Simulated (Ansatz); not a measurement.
```xyz
5

O    -1.6283   -0.4362   -0.3441
C    -0.5834   -0.6563    0.1960
In    0.8658    1.0859    0.4655
H    -0.3823   -1.6576    0.6507
H     1.7282    1.6642   -0.9682
```

Geometry: PBE0-D4/def2-TZVP; core potentials replace the inner electrons of In.

Method: UKS PBE0-D4/def2-TZVPP (Ansatz).

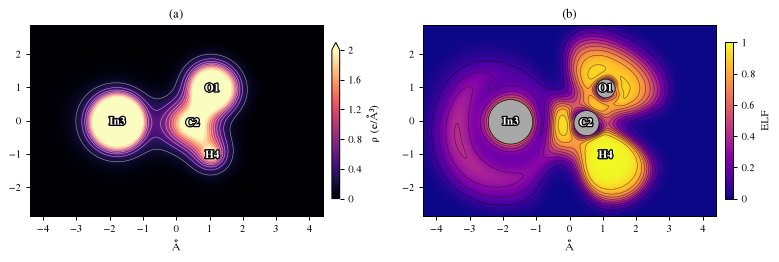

CH$_{2}$InO (SMILES O=[CH][InH]) (doublet). (a) electron density; (b) electron localisation function on the plane of atoms In3, C2 and H4. Grey discs cover the atomic cores in the ELF map.

> Read the bonding off the picture.

Atoms in the plane: O, C, In and H.
C–O (1.20 Å): ρ at the midpoint is about 3.5 e/Å³; the ELF peaks at about 0.85 between the atoms; a multiple bond.
C–In (2.28 Å): the density is about 0.54 e/Å³ at the midpoint; the ELF peaks at about 0.95 in the valence shell of C, 0.7 Å from its nucleus, and drops to about 0.20 between the two atoms.
C–H (1.12 Å): the density is about 2 e/Å³ at the midpoint; the ELF climbs to about 1 towards the hydrogen, as it does in any bond to H: an ordinary covalent bond to hydrogen.
The ELF also peaks beside O1, away from the bonds: non-bonding electrons, paired or unpaired.
